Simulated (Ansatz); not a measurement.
# SiH3+ (triplet): PBE0, B3LYP, BHLYP over a scan of the distance Si1–H3, cc-pVDZ, part 3 of 3

Ansatz 0.2.0, Gaussian basis; cc-pVDZ, all electrons in the functionals. The steps go on from the part before.

## 26. BHLYP, 1.694 Å

in.yaml reads:

```yaml
crystal:
  periodic: [false, false, false]
  atoms:
    - {symbol: Si, position_ang: [0.000000, 0.067650, -0.078712]}
    - {symbol: H, position_ang: [0.000000, -1.225497, -0.823444]}
    - {symbol: H, position_ang: [0.439321, -0.329762, 1.508342]}
    - {symbol: H, position_ang: [-0.439321, -0.329762, 1.508342]}
basis:
  gaussian: {orbitals: cc-pVDZ}
total_charge: 1
magnetization: {spin_polarized: true, initial_magnetization: 2}
hamiltonian: {xc: {name: BHLYP}}
```

Run with:

```console
> ansatz run in.yaml --threads 1 --pin off --events-out ev --progress --plain --max-ram 2393MiB
```

What it wrote, shortened:

```text
Functional definition: BHLYP
  name "BHLYP"
  cite "Becke, J. Chem. Phys. 98, 1372 (1993) doi:10.1063/1.464304"
  cite "Becke, Phys. Rev. A 38, 3098 (1988) doi:10.1103/PhysRevA.38.3098"
  cite "Lee, Yang & Parr, Phys. Rev. B 37, 785 (1988) doi:10.1103/PhysRevB.37.785"
[...]
315 factors; integrals over basis functions are off by at most 1.2e-3 eV
[...]
mean field -7913.46410473 eV, -290.8144419104 hartree, gradient 7.1e-5 eV, S^2 2.003782; 0 other end points of the search recorded, 0 dependent functions left out
reference -7913.46422156 eV, -290.8144462034 hartree; 9, 7 occupied and 24, 26 virtual orbitals, 315 factors
Total energy: -7913.46422156 eV, -290.8144462034 hartree
```

Wall time 0.51 s (1 thread of AMD EPYC 7B13, shared host).

From the report: ⟨S²⟩ of the determinant 2.004 (pure triplet: 2.00).

## 27. BHLYP, 1.896 Å

in.yaml reads:

```yaml
crystal:
  periodic: [false, false, false]
  atoms:
    - {symbol: Si, position_ang: [-0.001697, 0.069185, -0.084843]}
    - {symbol: H, position_ang: [-0.001697, -1.223962, -0.829575]}
    - {symbol: H, position_ang: [0.490007, -0.375612, 1.691445]}
    - {symbol: H, position_ang: [-0.441018, -0.328227, 1.502211]}
basis:
  gaussian: {orbitals: cc-pVDZ}
total_charge: 1
magnetization: {spin_polarized: true, initial_magnetization: 2}
hamiltonian: {xc: {name: BHLYP}}
```

Same command.

What it wrote, shortened:

```text
Functional definition: BHLYP
  name "BHLYP"
  cite "Becke, J. Chem. Phys. 98, 1372 (1993) doi:10.1063/1.464304"
  cite "Becke, Phys. Rev. A 38, 3098 (1988) doi:10.1103/PhysRevA.38.3098"
  cite "Lee, Yang & Parr, Phys. Rev. B 37, 785 (1988) doi:10.1103/PhysRevB.37.785"
[...]
314 factors; integrals over basis functions are off by at most 1.3e-3 eV
[...]
mean field -7913.32456137 eV, -290.8093137861 hartree, gradient 5.6e-5 eV, S^2 2.004395; 0 other end points of the search recorded, 0 dependent functions left out
reference -7913.32467951 eV, -290.8093181279 hartree; 9, 7 occupied and 24, 26 virtual orbitals, 314 factors
Total energy: -7913.32467951 eV, -290.8093181279 hartree
```

Wall time 0.51 s (1 thread of AMD EPYC 7B13, shared host).

From the report: ⟨S²⟩ of the determinant 2.004 (pure triplet: 2.00).

From 1.694 Å: +13.5 kJ/mol.

## 28. BHLYP, 2.050 Å

in.yaml reads:

```yaml
crystal:
  periodic: [false, false, false]
  atoms:
    - {symbol: Si, position_ang: [-0.002991, 0.070356, -0.089517]}
    - {symbol: H, position_ang: [-0.002991, -1.222791, -0.834249]}
    - {symbol: H, position_ang: [0.528651, -0.410570, 1.831047]}
    - {symbol: H, position_ang: [-0.442312, -0.327056, 1.497537]}
basis:
  gaussian: {orbitals: cc-pVDZ}
total_charge: 1
magnetization: {spin_polarized: true, initial_magnetization: 2}
hamiltonian: {xc: {name: BHLYP}}
```

The command is unchanged.

What it wrote, shortened:

```text
Functional definition: BHLYP
  name "BHLYP"
  cite "Becke, J. Chem. Phys. 98, 1372 (1993) doi:10.1063/1.464304"
  cite "Becke, Phys. Rev. A 38, 3098 (1988) doi:10.1103/PhysRevA.38.3098"
  cite "Lee, Yang & Parr, Phys. Rev. B 37, 785 (1988) doi:10.1103/PhysRevB.37.785"
[...]
315 factors; integrals over basis functions are off by at most 1.3e-3 eV
[...]
mean field -7913.05201706 eV, -290.7992979678 hartree, gradient 7.7e-6 eV, S^2 2.006061; 0 other end points of the search recorded, 0 dependent functions left out
reference -7913.05213688 eV, -290.7993023711 hartree; 9, 7 occupied and 24, 26 virtual orbitals, 315 factors
Total energy: -7913.05213688 eV, -290.7993023711 hartree
```

Run time: 0.6 s. Hardware: 1 thread of AMD EPYC 7B13, shared host.

From the report: ⟨S²⟩ of the determinant 2.006 (pure triplet: 2.00).

From 1.694 Å: +39.8 kJ/mol.

## 29. BHLYP, 2.314 Å

in.yaml reads:

```yaml
crystal:
  periodic: [false, false, false]
  atoms:
    - {symbol: Si, position_ang: [-0.005209, 0.072363, -0.097531]}
    - {symbol: H, position_ang: [-0.005209, -1.220784, -0.842263]}
    - {symbol: H, position_ang: [0.594897, -0.470497, 2.070365]}
    - {symbol: H, position_ang: [-0.444530, -0.325049, 1.489523]}
basis:
  gaussian: {orbitals: cc-pVDZ}
total_charge: 1
magnetization: {spin_polarized: true, initial_magnetization: 2}
hamiltonian: {xc: {name: BHLYP}}
```

The command is unchanged.

What it wrote, shortened:

```text
Functional definition: BHLYP
  name "BHLYP"
  cite "Becke, J. Chem. Phys. 98, 1372 (1993) doi:10.1063/1.464304"
  cite "Becke, Phys. Rev. A 38, 3098 (1988) doi:10.1103/PhysRevA.38.3098"
  cite "Lee, Yang & Parr, Phys. Rev. B 37, 785 (1988) doi:10.1103/PhysRevB.37.785"
[...]
318 factors; integrals over basis functions are off by at most 1.2e-3 eV
[...]
mean field -7912.45756926 eV, -290.7774524139 hartree, gradient 2.4e-5 eV, S^2 2.019967; 0 other end points of the search recorded, 0 dependent functions left out
reference -7912.45769368 eV, -290.7774569862 hartree; 9, 7 occupied and 24, 26 virtual orbitals, 318 factors
Total energy: -7912.45769368 eV, -290.7774569862 hartree
```

It took 0.63 s on 1 thread of AMD EPYC 7B13, shared host.

From the report: ⟨S²⟩ of the determinant 2.020 (pure triplet: 2.00).

From 1.694 Å: +97.1 kJ/mol.

## 30. BHLYP, 2.757 Å

in.yaml reads:

```yaml
crystal:
  periodic: [false, false, false]
  atoms:
    - {symbol: Si, position_ang: [-0.008932, 0.075730, -0.110978]}
    - {symbol: H, position_ang: [-0.008932, -1.217417, -0.855710]}
    - {symbol: H, position_ang: [0.706062, -0.571057, 2.471947]}
    - {symbol: H, position_ang: [-0.448253, -0.321682, 1.476076]}
basis:
  gaussian: {orbitals: cc-pVDZ}
total_charge: 1
magnetization: {spin_polarized: true, initial_magnetization: 2}
hamiltonian: {xc: {name: BHLYP}}
```

The command is unchanged.

What it wrote, shortened:

```text
Functional definition: BHLYP
  name "BHLYP"
  cite "Becke, J. Chem. Phys. 98, 1372 (1993) doi:10.1063/1.464304"
  cite "Becke, Phys. Rev. A 38, 3098 (1988) doi:10.1103/PhysRevA.38.3098"
  cite "Lee, Yang & Parr, Phys. Rev. B 37, 785 (1988) doi:10.1103/PhysRevB.37.785"
[...]
316 factors; integrals over basis functions are off by at most 1.2e-3 eV
[...]
mean field -7912.02231613 eV, -290.7614571563 hartree, gradient 1.8e-5 eV, S^2 2.016657; 0 other end points of the search recorded, 0 dependent functions left out
reference -7912.02245184 eV, -290.7614621437 hartree; 9, 7 occupied and 24, 26 virtual orbitals, 316 factors
Total energy: -7912.02245184 eV, -290.7614621437 hartree
```

Wall time 0.57 s (1 thread of AMD EPYC 7B13, shared host).

From the report: ⟨S²⟩ of the determinant 2.017 (pure triplet: 2.00).

From 1.694 Å: +139.1 kJ/mol.

## 31. BHLYP, 3.184 Å

in.yaml reads:

```yaml
crystal:
  periodic: [false, false, false]
  atoms:
    - {symbol: Si, position_ang: [-0.012520, 0.078975, -0.123939]}
    - {symbol: H, position_ang: [-0.012520, -1.214172, -0.868671]}
    - {symbol: H, position_ang: [0.813211, -0.667985, 2.859025]}
    - {symbol: H, position_ang: [-0.451841, -0.318437, 1.463115]}
basis:
  gaussian: {orbitals: cc-pVDZ}
total_charge: 1
magnetization: {spin_polarized: true, initial_magnetization: 2}
hamiltonian: {xc: {name: BHLYP}}
```

Same command.

What it wrote, shortened:

```text
Functional definition: BHLYP
  name "BHLYP"
  cite "Becke, J. Chem. Phys. 98, 1372 (1993) doi:10.1063/1.464304"
  cite "Becke, Phys. Rev. A 38, 3098 (1988) doi:10.1103/PhysRevA.38.3098"
  cite "Lee, Yang & Parr, Phys. Rev. B 37, 785 (1988) doi:10.1103/PhysRevB.37.785"
[...]
316 factors; integrals over basis functions are off by at most 1.2e-3 eV
[...]
mean field -7912.07961085 eV, -290.7635626984 hartree, gradient 1.6e-5 eV, S^2 2.006398; 0 other end points of the search recorded, 0 dependent functions left out
reference -7912.07975272 eV, -290.7635679123 hartree; 9, 7 occupied and 24, 26 virtual orbitals, 316 factors
Total energy: -7912.07975272 eV, -290.7635679123 hartree
```

Run time: 0.6 s. Hardware: 1 thread of AMD EPYC 7B13, shared host.

From the report: ⟨S²⟩ of the determinant 2.006 (pure triplet: 2.00).

From 1.694 Å: +133.6 kJ/mol.

## 32. BHLYP, 3.649 Å

in.yaml reads:

```yaml
crystal:
  periodic: [false, false, false]
  atoms:
    - {symbol: Si, position_ang: [-0.016427, 0.082510, -0.138054]}
    - {symbol: H, position_ang: [-0.016427, -1.210637, -0.882786]}
    - {symbol: H, position_ang: [0.929896, -0.773538, 3.280551]}
    - {symbol: H, position_ang: [-0.455748, -0.314902, 1.449000]}
basis:
  gaussian: {orbitals: cc-pVDZ}
total_charge: 1
magnetization: {spin_polarized: true, initial_magnetization: 2}
hamiltonian: {xc: {name: BHLYP}}
```

The command is unchanged.

What it wrote, shortened:

```text
Functional definition: BHLYP
  name "BHLYP"
  cite "Becke, J. Chem. Phys. 98, 1372 (1993) doi:10.1063/1.464304"
  cite "Becke, Phys. Rev. A 38, 3098 (1988) doi:10.1103/PhysRevA.38.3098"
  cite "Lee, Yang & Parr, Phys. Rev. B 37, 785 (1988) doi:10.1103/PhysRevB.37.785"
[...]
317 factors; integrals over basis functions are off by at most 1.2e-3 eV
[...]
mean field -7912.12634192 eV, -290.7652800337 hartree, gradient 4.2e-5 eV, S^2 2.006737; 0 other end points of the search recorded, 0 dependent functions left out
reference -7912.12649275 eV, -290.7652855766 hartree; 9, 7 occupied and 24, 26 virtual orbitals, 317 factors
Total energy: -7912.12649275 eV, -290.7652855766 hartree
```

Wall time 0.66 s (1 thread of AMD EPYC 7B13, shared host).

From the report: ⟨S²⟩ of the determinant 2.007 (pure triplet: 2.00).

From 1.694 Å: +129.1 kJ/mol.

## 33. BHLYP, 4.539 Å

in.yaml reads:

```yaml
crystal:
  periodic: [false, false, false]
  atoms:
    - {symbol: Si, position_ang: [-0.023905, 0.089275, -0.165069]}
    - {symbol: H, position_ang: [-0.023905, -1.203872, -0.909801]}
    - {symbol: H, position_ang: [1.153228, -0.975565, 4.087341]}
    - {symbol: H, position_ang: [-0.463226, -0.308137, 1.421985]}
basis:
  gaussian: {orbitals: cc-pVDZ}
total_charge: 1
magnetization: {spin_polarized: true, initial_magnetization: 2}
hamiltonian: {xc: {name: BHLYP}}
```

Same command.

What it wrote, shortened:

```text
Functional definition: BHLYP
  name "BHLYP"
  cite "Becke, J. Chem. Phys. 98, 1372 (1993) doi:10.1063/1.464304"
  cite "Becke, Phys. Rev. A 38, 3098 (1988) doi:10.1103/PhysRevA.38.3098"
  cite "Lee, Yang & Parr, Phys. Rev. B 37, 785 (1988) doi:10.1103/PhysRevB.37.785"
[...]
315 factors; integrals over basis functions are off by at most 1.2e-3 eV
[...]
mean field -7912.13350138 eV, -290.7655431391 hartree, gradient 5.8e-5 eV, S^2 2.007740; 0 other end points of the search recorded, 0 dependent functions left out
reference -7912.13367064 eV, -290.7655493593 hartree; 9, 7 occupied and 24, 26 virtual orbitals, 315 factors
Total energy: -7912.13367064 eV, -290.7655493593 hartree
```

Wall time 0.54 s (1 thread of AMD EPYC 7B13, shared host).

From the report: ⟨S²⟩ of the determinant 2.008 (pure triplet: 2.00).

From 1.694 Å: +128.4 kJ/mol.

## 34. BHLYP, 5.866 Å

in.yaml reads:

```yaml
crystal:
  periodic: [false, false, false]
  atoms:
    - {symbol: Si, position_ang: [-0.035055, 0.099361, -0.205349]}
    - {symbol: H, position_ang: [-0.035055, -1.193786, -0.950081]}
    - {symbol: H, position_ang: [1.486218, -1.276791, 5.290275]}
    - {symbol: H, position_ang: [-0.474376, -0.298051, 1.381705]}
basis:
  gaussian: {orbitals: cc-pVDZ}
total_charge: 1
magnetization: {spin_polarized: true, initial_magnetization: 2}
hamiltonian: {xc: {name: BHLYP}}
```

Launched as before.

What it wrote, shortened:

```text
Functional definition: BHLYP
  name "BHLYP"
  cite "Becke, J. Chem. Phys. 98, 1372 (1993) doi:10.1063/1.464304"
  cite "Becke, Phys. Rev. A 38, 3098 (1988) doi:10.1103/PhysRevA.38.3098"
  cite "Lee, Yang & Parr, Phys. Rev. B 37, 785 (1988) doi:10.1103/PhysRevB.37.785"
[...]
314 factors; integrals over basis functions are off by at most 1.2e-3 eV
[...]
mean field -7912.12944528 eV, -290.7653940801 hartree, gradient 6.1e-5 eV, S^2 2.007926; 0 other end points of the search recorded, 0 dependent functions left out
reference -7912.12962486 eV, -290.7654006794 hartree; 9, 7 occupied and 24, 26 virtual orbitals, 314 factors
Total energy: -7912.12962486 eV, -290.7654006794 hartree
```

Run time: 0.48 s. Hardware: 1 thread of AMD EPYC 7B13, shared host.

From the report: ⟨S²⟩ of the determinant 2.008 (pure triplet: 2.00).

From 1.694 Å: +128.8 kJ/mol.

## 35. Against the wave-function levels

The yardstick is full CI for this spin, exact in this basis with these frozen cores. It comes from earlier runs at the same points. Energies in kJ/mol, counted from 1.694 Å; blanks weren't run or aren't comparable.

| level | 1.372 Å | 1.491 Å | 1.694 Å | 1.896 Å | 2.050 Å | 2.314 Å | 2.757 Å | 3.184 Å | 3.649 Å | 4.539 Å | 5.866 Å |
| --- | --- | --- | --- | --- | --- | --- | --- | --- | --- | --- | --- |
| FCI | 68.2 | 24.7 | 0.0 | 12.5 | 38.4 | 97.6 | 148.9 | 140.0 | 132.4 | 129.7 | 129.9 |
| PBE0 | 66.9 | 24.3 | 0.0 | 11.4 | 36.0 | 92.3 | 146.1 | 146.6 | 144.1 | 144.6 | 145.6 |
| B3LYP | 67.0 | 25.0 | 0.0 | 9.5 | 31.9 | 82.9 | 131.5 | 133.4 | 131.8 | 132.9 | 133.6 |
| BHLYP | 64.4 | 22.8 | 0.0 | 13.5 | 39.8 | 97.1 | 139.1 | 133.6 | 129.1 | 128.4 | 128.8 |

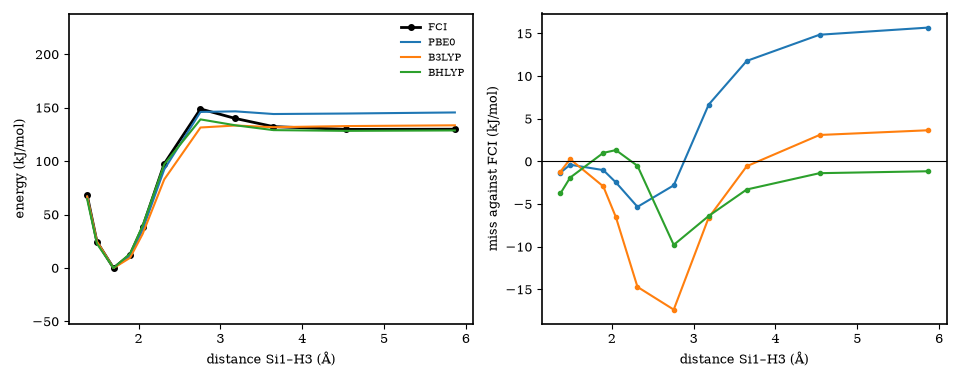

Left: the curves (the axis may cut off levels that run far away). Right: misses against FCI, in the same colours.

Largest miss and mean time a point (FCI took 32 s a point; shared hosts):

| level | largest miss (kJ/mol) | where | time a point |
| --- | --- | --- | --- |
| PBE0 | +15.7 | 5.866 Å | 0.63 s |
| B3LYP | -17.4 | 2.757 Å | 0.6 s |
| BHLYP | -9.8 | 2.757 Å | 0.56 s |

## 36. Outcome

What follows sums up all 3 parts.

```
             quantity                   value
span of the FCI curve            148.9 kJ/mol
   largest miss, PBE0  +15.7 kJ/mol (5.866 Å)
  largest miss, B3LYP  -17.4 kJ/mol (2.757 Å)
  largest miss, BHLYP   -9.8 kJ/mol (2.757 Å)
```

Of the functionals, BHLYP keep the smallest largest miss at the points compared (at most 9.8 kJ/mol) and B3LYP strays most (17.4 kJ/mol, at 2.757 Å). Functionals and the yardstick converge differently with the basis, so part of each miss in cc-pVDZ is the basis.
